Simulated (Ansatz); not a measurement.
# λ, α²F and ρ(T) of Au-Nb-Au stack of (100) layers, part 3 of 4

Aim: how strongly do electrons couple to phonons in Au-Nb-Au stack of (100) layers, and what resistivity does that give?

Ansatz 0.2.0; DFT LDA, scalar-relativistic, plane waves, PAW; PAW set soft_1.

So far, highest frequency, solved or plainly interpolated (cm⁻¹): step 5 (phonons by linear response: q 2×2×1, k 6×6×1) 208.

### Step 6. Coupling and resistivity: q 2×2×1, k 8×8×1, scattering 12×12×1

Phonons, couplings and the Boltzmann equation in one run.

Input file input.yaml:

```yaml
crystal:
  lattice:
    - [2.8023030303, 0.0, 0.0]
    - [0.0, 2.8023030303, 0.0]
    - [0.0, 0.0, 32.1154791709]
  atoms:
    - { symbol: Au, position: [0.0, 0.0, 0.173868953] }
    - { symbol: Nb, position: [0.5, 0.5, 0.2359880717] }
    - { symbol: Au, position: [0.0, 0.0, 0.2981071904] }
  periodic: [true, true, false]
kpoints:
  mp_grid: { grid: [8, 8, 1] }
hamiltonian:
  xc: lda
  pseudopotentials: { kind: paw, azcp: { folder: soft_1 }, xc_functional: pbe }
scf:
  occupations: { method: methfessel_paxton, width: 0.2 }
output:
  eigenvalues: true
phonons:
  method: dfpt
  qmesh: [2, 2, 1]
  temperatures: { t_max: 1000, t_step: 50 }
  qpath:
    path: [[0.0, 0.0, 0.0], [0.0, 0.5, 0.0], [0.5, 0.5, 0.0], [0.0, 0.0, 0.0]]
    npoints: 10
  electrical_resistivity:
    mesh: [12, 12, 1]
    temperatures: [20.0, 50.0, 77.0, 100.0, 150.0, 200.0, 300.0, 400.0, 600.0, 800.0]
```

Command:

```bash
$ ansatz run input.yaml --threads 8 --pin off --max-ram 20480MiB --backend cpu --events-out ev --progress --plain --runs-dir out
```

Numbers of over 12 decimals in the logs are rounded to 6 here.

The program printed:

```text
[the first part of the log is left out]
  E_hartree    = 90905.990177
  E_xc         = -593.643257
  E_vxc        = -723.793168  (∫ρ·V_xc dr)
  E_paw        = -21868.381258  (= ΣΔE_a)
  E_vpaw       = -923.645011  (= ΣTr[D̂ρ^β])
  E_aug_tail   = 0.002988  (compensation charges beyond the density's cutoff)
  E_ewald      = 83320.339856
  E_core_change = 1.471186  (= ΣΔE_core)
  E_smearing   = 0.013419  (= −TS)
  E_closure    = -0.000000  (closes the sum)
  Σ components = -30174.462808   (vs F -30174.462808, Δ=0.00e0)
--- Band table (eV; the first three rows and the last of 15) ---
  k-point 0: bands = ["-111.0875", "-111.0875", "-62.3101", "-62.3019", "-62.2331", "-62.2331", "-62.2330", "-62.2330", "-59.9902", "-36.2584", "-35.5215", "-35.5215", "-13.4541", "-12.4343", "-11.6281", "-11.4267", "-11.4136", "-9.2365", "-8.8205", "-8.8205", "-8.5283", "-8.5283", "-7.7284", "-7.6937", "-7.4301", "-6.8359", "-4.4477", "-3.6990", "-2.4255", "-2.4255", "-0.9171"]
  k-point 1: bands = ["-111.0866", "-111.0865", "-62.3069", "-62.2997", "-62.2576", "-62.2571", "-62.2312", "-62.2312", "-59.9713", "-36.2372", "-35.6972", "-35.5061", "-13.0661", "-12.1427", "-11.4434", "-11.1640", "-11.1207", "-9.3674", "-9.0154", "-8.9775", "-8.7723", "-8.5414", "-7.9345", "-7.9329", "-7.0327", "-6.4992", "-4.4015", "-4.0170", "-2.3203", "-1.5704", "-1.4038"]
  k-point 2: bands = ["-111.0843", "-111.0843", "-62.3175", "-62.3151", "-62.2982", "-62.2942", "-62.2267", "-62.2266", "-59.9254", "-36.1857", "-36.1058", "-35.4688", "-12.1913", "-11.8446", "-11.1052", "-10.2402", "-10.0290", "-9.6585", "-9.5289", "-9.2923", "-8.7240", "-8.5857", "-8.3952", "-8.3739", "-6.6745", "-5.3030", "-5.0303", "-2.9739", "-2.3343", "-2.1313", "-0.4086"]
  k-point 14: bands = ["-111.0750", "-111.0750", "-62.3805", "-62.3805", "-62.3803", "-62.3803", "-62.2732", "-62.2723", "-59.7327", "-36.4875", "-36.4875", "-35.9808", "-11.7028", "-11.2345", "-11.0652", "-11.0409", "-11.0409", "-10.1021", "-10.1021", "-8.6112", "-6.5881", "-6.5867", "-6.3634", "-5.3318", "-5.3318", "-2.3608", "-1.6645", "-1.6645", "0.1923", "1.1093", "1.5938"]
--- Phonons (Γ-DFPT): 6 representative perturbations + reference (Σ response iterations 31) ---
  ASR residual: 4.142e-5 → 0.000e0 eV/Å²; symmetrization residual: 4.861e-7 eV/Å²
  The last average, over the group as it would stand without the narrowing to the FFT grids, took up to 1.216e-7 eV/Å² of the zone centre's force constants
  ASR residual per site (eV/Å²): 3.41e-5 4.14e-5 3.44e-5
  Γ frequencies (cm⁻¹): 0.00 0.00 0.00 66.91 66.91 98.16 149.64 149.64 208.85
--- Phonons (arbitrary-q DFPT): 3 irreducible q on the 2×2×1 mesh ---
  q = [0.0000, 0.0000, 0.0000] (star 1, of the zone-centre solve; hermiticity 8.06e-8, symmetrization 1.17e-12, taken by the last average 1.01e-8): -0.00 0.00 0.00 66.91 66.91 98.16 149.64 149.64 208.85
  q = [0.0000, -0.5000, 0.0000] (star 2, 9 solved perturbations on 25 of 64 k-point pairs; hermiticity 4.72e-8, symmetrization 6.29e-10, taken by the last average 7.78e-9): -17.77 73.93 74.42 74.84 100.83 107.51 142.28 178.28 233.64
  q = [-0.5000, -0.5000, 0.0000] (star 1, 6 solved perturbations in 120 linear systems a pass and spin channel, the states on 25 of 64 k-point pairs; hermiticity 4.04e-8, symmetrization 7.91e-10, taken by the last average 6.92e-9): 100.91 109.45 125.17 125.17 134.79 134.79 162.45 223.99 223.99
  sum rule: each row above includes the acoustic sum rule's correction from the zone centre's row sums; it moved no ω² by more than (0.35 cm⁻¹)²
  mesh force constants: q→R imaginary residual 1.38e-17; ASR residual 4.142e-5 → 0.000e0 eV/Å²; symmetrization residual 4.441e-15 eV/Å²
  interpolated dispersion: 31 rows × 9 modes
  density of states and harmonic sums: on the 22×22×1 q-mesh, interpolated from the force constants of a 2×2×1 supercell (no non-analytic term)
  largest difference from the sums on the solved wave vectors: F 2.82e-1 eV, S 3.88e-4 and C_V 1.06e-4 eV/K
  zero-point energy: 0.066727 eV/cell   skipped modes (ω ≤ 0): 5, of them read as no rigid motion or as one in doubt: 2 (1.240e-2 modes/cell left out, lowest -17.77 cm⁻¹)   left out of the sums: 2.07e-3 of the cell's modes: C_V's classical limit lies that fraction below 3 k_B per atom; for a crystal, a wire or a layer, F and S can be off by more, and a phonons.interpolated_qmesh denser along its periods is the remedy for the sampling
Error: electrical resistivity: the mode of lowest frequency at the wavevector [0.0000, -0.5000, 0.0000] is imaginary, -17.77 cm⁻¹ (written negative): the force constants describe an unstable lattice; relax the structure, enlarge phonons.supercell (under dfpt, kpoints.mp_grid), or, with a block electrical_resistivity or superconductivity, name a file of force constants under which the crystal is stable (phonons.electron_phonon_force_constants)
The harmonic force constants that this run solved are whole in <dir>
```

The job ended after 90 s (8 threads of Arm Neoverse V1, shared host; peak memory 1.2 GiB).

The run ended with an error.

The program's message: “electrical resistivity: the mode of lowest frequency at the wavevector [0.0000, -0.5000, 0.0000] is imaginary, -17.77 cm⁻¹ (written negative): the force constants describe an unstable lattice; relax t …”

The run stops because a mode is imaginary on the scattering mesh, where no scattering rate is defined; denser k meshes, other smearings and, between solved wavevectors, finer q meshes show whether the instability is real.

### Step 7. Resistivity: q 4×4×1, k 12×12×1, scattering 20×20×1

The next rung changes the q mesh, which sets the reach of the force constants and couplings; the k mesh of the density and its response; the scattering mesh, which samples the Fermi surface.

Edit input.yaml of step 6 so:

```diff
@@ -11,3 +11,3 @@
 kpoints:
-  mp_grid: { grid: [8, 8, 1] }
+  mp_grid: { grid: [12, 12, 1] }
 hamiltonian:
@@ -21,3 +21,3 @@
   method: dfpt
-  qmesh: [2, 2, 1]
+  qmesh: [4, 4, 1]
   temperatures: { t_max: 1000, t_step: 50 }
@@ -27,3 +27,3 @@
   electrical_resistivity:
-    mesh: [12, 12, 1]
+    mesh: [20, 20, 1]
     temperatures: [20.0, 50.0, 77.0, 100.0, 150.0, 200.0, 300.0, 400.0, 600.0, 800.0]
```

The program printed:

```text
[...]
Crystal: 3 atoms, lattice volume = 252.200 Å³
Basis set: ecut = 420 eV, 4999 PW (Γ), exchange–correlation on 40×40×432 points (8 copies of the dense FFT grid, shifted against one another)
Bands: 31, of which v1, the nominal top of the filled ones, is band 26 counted from 1 (25 counted from 0)
Symmetry: 16 space group operations
k-points: 28 of 144 (irreducible under 8 space group operations)
[...]
SCF iter   1: F=—  HF=-30176.796565 eV  |F-HF|=—  |Δ(HF+E_count)|=         —  Δρ=4.92e-2  dr2=1.32e1  ethr=3.10e-3  ⟨swp⟩=13.4  Hψ=6521  notcnv=0
[...]
SCF iter  15: F=-30174.455483 eV  HF=-30174.455483 eV  |F-HF|=3.64e-11  |Δ(HF+E_count)|=  7.24e-10  S|Δr|=    0.00e0  Δρ=3.09e-8  dr2=4.84e-12  ethr=1.00e-12  ⟨swp⟩=16.9  Hψ=6878  notcnv=0
SCF 1 converged in 15 iterations: F = -30174.455483 eV  dr2 = 4.84e-12
[...]
k-points: 28 of 144
SCF iter   1: F=—  HF=-30176.796565 eV  |F-HF|=—  |Δ(HF+E_count)|=         —  Δρ=4.92e-2  dr2=1.32e1  ethr=3.10e-3  ⟨swp⟩=13.4  Hψ=6521  notcnv=0
[...]
SCF iter  15: F=-30174.455483 eV  HF=-30174.455483 eV  |F-HF|=2.18e-11  |Δ(HF+E_count)|=  8.08e-10  S|Δr|=    0.00e0  Δρ=3.07e-8  dr2=4.75e-12  ethr=1.00e-12  ⟨swp⟩=4.4  Hψ=2466  notcnv=0
SCF 2 converged in 15 iterations: F = -30174.455483 eV  dr2 = 4.75e-12
[...]
SCF converged after 15 iterations
[...]
Free energy (F): -30174.455483 eV
[...]
Internal energy: -30174.452870 eV  (E = F + TS)
E sigma→0 (E₀):  -30174.454830 eV
Entropy (-TS):   -0.002613 eV (-0.871 meV/atom)
Fermi energy:    -4.878298 eV
[...]
--- Band table (eV; the first three rows and the last of 28) ---
  k-point 0: bands = [... 22 lower, -7.6956, -7.6612, -7.3428, -6.7963, -4.4009, -3.6676, -2.3663, -2.3663, ... 1 higher]
  k-point 1: bands = [... 22 lower, -7.7909, -7.7735, -7.1398, -6.6413, -4.2054, -4.0643, -2.3157, -1.9067, ... 1 higher]
  k-point 2: bands = [... 22 lower, -8.0545, -8.0414, -6.7816, -6.1577, -4.6227, -3.6688, -2.1966, -1.6260, ... 1 higher]
  k-point 27: bands = [... 22 lower, -6.3232, -5.2843, -5.2843, -2.3012, -1.6206, -1.6206, 0.2274, 1.2053, ... 1 higher]
[...]
ASR residual: 2.939e-5 → 0.000e0 eV/Å²; symmetrization residual: 4.982e-7 eV/Å²
[...]
ASR residual per site (eV/Å²): 2.94e-5 2.30e-5 2.93e-5
  Γ frequencies (cm⁻¹): 0.00 0.00 0.00 66.25 66.25 99.19 149.33 149.33 210.10
--- Phonons (arbitrary-q DFPT): 6 irreducible q on the 4×4×1 mesh ---
[...]
interpolated dispersion: 31 rows × 9 modes
[...]
--- Electrical resistivity: potentials and phonons of a 4×4×1 supercell ---
  scattering by harmonic phonons alone, with no dipole-dipole term; scattering by other electrons, impurities, surfaces and spin disorder is left out, and so is spin–orbit coupling
  the resistivity is that of a variational response, whose dependence on the energy is improved iteratively
  tensors lie in the sheet's plane, the Hall coefficient along its normal; that, the resistivity and the plasma energy are of the whole cell, vacuum included; the cell is 32.115 Å high
  at the Fermi level of each mesh (of a tensor half of its trace):
           mesh   spin    states/(eV spin)  plasma energy (eV)         λ      λ_tr    ħω_log (meV)
        20×20×1                     1.6280              3.6306    1.2931    1.5019           9.759
        10×10×1                     1.3913              3.4502    1.4960    1.8314           8.695
          5×5×1                     1.5757              3.3314    1.6357    2.0799           9.795
  resistivity on the deck's mesh, µΩ·cm:
     T (K)       trace/2  mesh converged            xx            yy            zz    lowest order   relaxation time
     20.00     9.8956e-1              no     9.8956e-1     9.8956e-1      0.0000e0        1.8329e0          1.0241e0
     50.00      1.1220e1              no      1.1220e1      1.1220e1      0.0000e0        1.4264e1          1.0966e1
     77.00      2.3412e1              no      2.3412e1      2.3412e1      0.0000e0        2.7938e1          2.3002e1
    100.00      3.3922e1              no      3.3922e1      3.3922e1      0.0000e0        3.9726e1          3.3402e1
    150.00      5.6189e1              no      5.6189e1      5.6189e1      0.0000e0        6.5036e1          5.5440e1
    200.00      7.7984e1              no      7.7984e1      7.7984e1      0.0000e0        9.0131e1          7.7025e1
    300.00      1.2164e2              no      1.2164e2      1.2164e2      0.0000e0        1.4087e2          1.2031e2
    400.00      1.6586e2              no      1.6586e2      1.6586e2      0.0000e0        1.9272e2          1.6428e2
    600.00      2.5341e2              no      2.5341e2      2.5341e2      0.0000e0        2.9796e2          2.5161e2
    800.00      3.3589e2              no      3.3589e2      3.3589e2      0.0000e0        4.0237e2          3.3423e2
  sheet resistance at 20 K: 3.081 Ω
  mean free path at 20 K (of a tensor half of its trace): 312 nm by what each carries, 210 by the Fermi surface alone
  sheet resistance at 50 K: 34.94 Ω
[...]
sheet resistance at 77 K: 72.90 Ω
[...]
sheet resistance at 100 K: 105.6 Ω
[...]
sheet resistance at 150 K: 175.0 Ω
[...]
sheet resistance at 200 K: 242.8 Ω
[...]
sheet resistance at 300 K: 378.8 Ω
[...]
sheet resistance at 400 K: 516.5 Ω
[...]
sheet resistance at 600 K: 789.1 Ω
[...]
sheet resistance at 800 K: 1046 Ω
[...]
the resistivity times a path that all electrons share, by the Fermi surface of the deck's mesh alone (half of the trace): 2.082e-15 Ω·m²
  not converged in the mesh (λ; λ_tr; the resistivity at 20 K by 4.90 %; the resistivity at 50 K by 14.53 %; the resistivity at 77 K by 16.34 %; the resistivity at 100 K by 17.18 %; the resistivity at 150 K by 18.61 %; the resistivity at 200 K by 19.69 %; the resistivity at 300 K by 19.99 %; the resistivity at 400 K by 19.18 %; the resistivity at 600 K by 17.53 %; the resistivity at 800 K by 16.86 %): between neighbo [...]
  vibrations of 16 cells: unjudged by the run; compare a larger repeat
  the changes of the potential over all sites missed a rigid shift's by 1.33 % (the site terms' by 0.01 %)
  at the force constants' own smearing the fine mesh and the k-points of their solves give squared frequencies that differ by 32.4 % of the larger at the most, at (-0.5, -0.5, 0)
```

Elapsed: 8.8 min, on 8 threads; peak memory 3.4 GiB.

This step gave:

```yaml
zero_point_energy: 0.06450 eV/cell
highest_frequency_solved_or_plainly_interpolated: 212.5 cm⁻¹
cell_height: 32.12 Å
sheet_resistance_300k: 378.8 Ω/square, mean in the plane
resistivity_at_300_k: 121.6 μΩ cm, mean of the axes, of the whole cell with its vacuum
coupling_constant_lambda: 1.293
density_of_states_at_the_fermi_level: 1.628 states/eV a spin and cell
log_mean_phonon_energy_omega_log: 9.759 meV
transport_coupling_constant_lambda_tr: 1.502, 1.502, 0 (xx, yy, zz)
drude_plasma_energy: 3.631, 3.631, 0 eV (xx, yy, zz), of the whole cell with its vacuum
second_moment_phonon_energy_omega: 12.57 meV, from the broadened α²F curve
```

Solved on the 4×4×1 mesh alone; all other wavevectors are interpolated. Phonon branches along the path, in cm⁻¹:

| point | branch 1 | branch 2 | branch 3 | branch 4 | branch 5 | branch 6 | branch 7 | branch 8 | branch 9 |
| --- | --- | --- | --- | --- | --- | --- | --- | --- | --- |
| Γ | 0 | 0 | 0 | 66 | 66 | 99 | 149 | 149 | 210 |
| X | 62 | 72 | 73 | 73 | 101 | 105 | 139 | 184 | 203 |
| M | 94 | 103 | 124 | 124 | 135 | 135 | 156 | 209 | 209 |
| Γ | 0 | 0 | 0 | 66 | 66 | 99 | 149 | 149 | 210 |

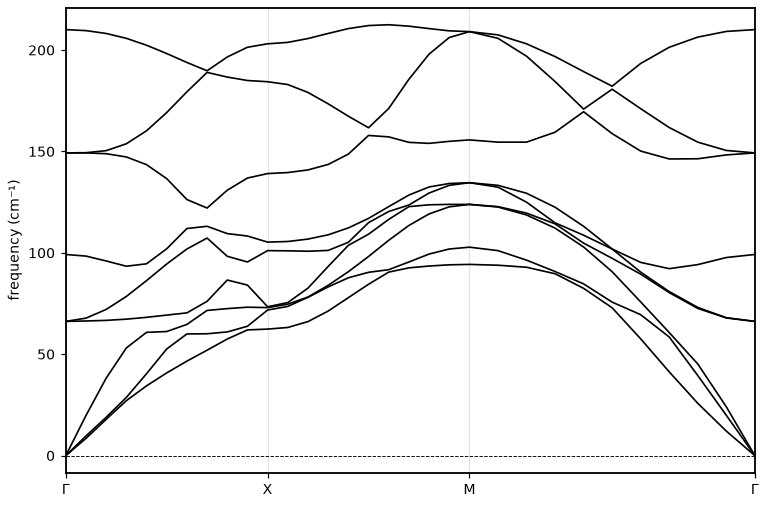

Phonon branches along the path.

The Eliashberg function α²F has structure finer than the step of the table below, so its rows give means over 1 meV, whole bins alone (the curve runs from 0.102 to 26.1 meV). Peaks (meV: height): α²F 5.8: 0.406, 7.3: 0.624, 11.2: 1.07, 13.0: 0.72, 18.8: 0.315, 21.6: 0.817; α²F tr 5.6: 0.538, 7.3: 0.723, 11.2: 1.22, 13.0: 0.712, 18.8: 0.305, 21.6: 0.912, 22.0: 0.622.

Table of Eliashberg function α²F by phonon energy; means over each step:

| phonon energy (meV) | α²F | α²F tr |
| --- | --- | --- |
| 1 | 0.00400 | 0.00293 |
| 2 | 0.00525 | 0.00425 |
| 3 | 0.0108 | 0.00975 |
| 4 | 0.0308 | 0.0364 |
| 5 | 0.283 | 0.387 |
| 6 | 0.347 | 0.429 |
| 7 | 0.532 | 0.649 |
| 8 | 0.396 | 0.530 |
| 9 | 0.371 | 0.490 |
| 10 | 0.342 | 0.432 |
| 11 | 0.620 | 0.710 |
| 12 | 0.523 | 0.511 |
| 13 | 0.574 | 0.556 |
| 14 | 0.408 | 0.374 |
| 15 | 0.110 | 0.0946 |
| 16 | 0.222 | 0.205 |
| 17 | 0.178 | 0.201 |
| 18 | 0.181 | 0.206 |
| 19 | 0.189 | 0.181 |
| 20 | 0.230 | 0.216 |
| 21 | 0.410 | 0.380 |
| 22 | 0.515 | 0.616 |
| 23 | 0.355 | 0.450 |
| 24 | 0.238 | 0.295 |
| 25 | 0.160 | 0.211 |

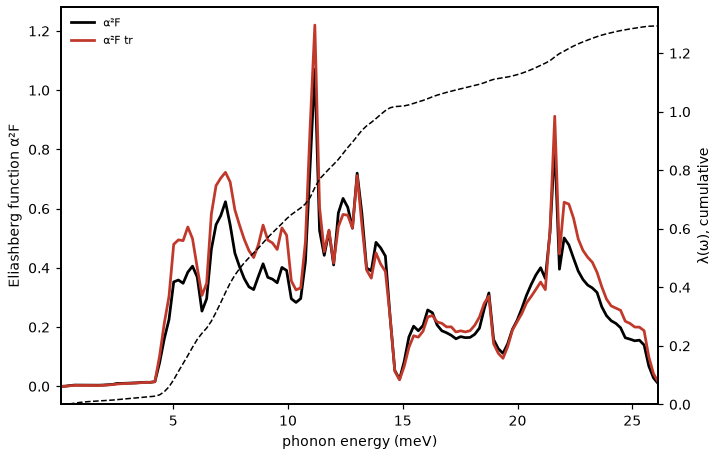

Eliashberg function α²F, plotted against phonon energy. The dashed line is the running λ.

Of the whole cell with its vacuum, so only the sheet resistance is a property of the layer; the means are those of the plane. Resistivity, by row:

| T (K) | ρ_xx (μΩ cm) | ρ_yy | ρ_zz | ρ by Ziman's lowest order, mean | ρ by relaxation times, mean | within 2 % of the coarser mesh |
| --- | --- | --- | --- | --- | --- | --- |
| 20 | 0.9896 | 0.9896 | - | 1.833 | 1.024 | no |
| 50 | 11.22 | 11.22 | - | 14.26 | 10.97 | no |
| 77 | 23.41 | 23.41 | - | 27.94 | 23 | no |
| 100 | 33.92 | 33.92 | - | 39.73 | 33.4 | no |
| 150 | 56.19 | 56.19 | - | 65.04 | 55.44 | no |
| 200 | 77.98 | 77.98 | - | 90.13 | 77.03 | no |
| 300 | 121.6 | 121.6 | - | 140.9 | 120.3 | no |
| 400 | 165.9 | 165.9 | - | 192.7 | 164.3 | no |
| 600 | 253.4 | 253.4 | - | 298 | 251.6 | no |
| 800 | 335.9 | 335.9 | - | 402.4 | 334.2 | no |

The cell's resistivity over its height. Table of sheet resistance, along x by temperature:

| temperature (K) | sheet resistance, along x (Ω/square) |
| --- | --- |
| 20 | 3.08 |
| 50 | 34.9 |
| 77 | 72.9 |
| 100 | 106 |
| 150 | 175 |
| 200 | 243 |
| 300 | 379 |
| 400 | 516 |
| 600 | 789 |
| 800 | 1046 |

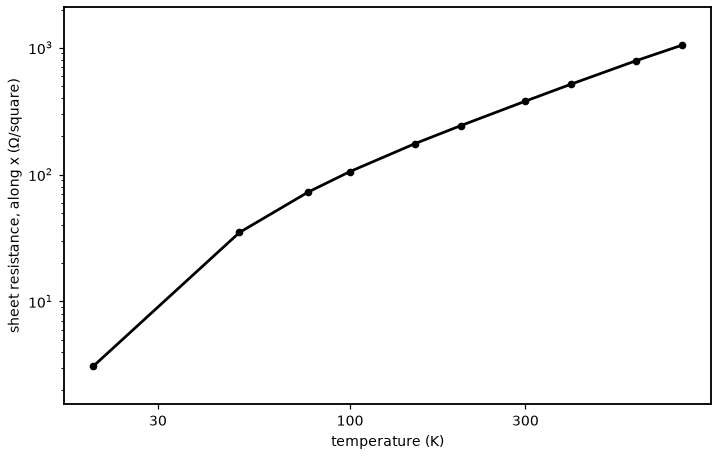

Sheet resistance, along x, plotted against temperature.

[end of part 3 of 4]

[Logs are printed without paths, hosts, clocks, repeated set-up lines and the standing remarks that a program may print on its own settings, such as how far it seeks lower states.]

[Hosts, paths, dates, database ids (printed as entryN), source tags and the programs' standing remarks are cut or masked in the printed files.]
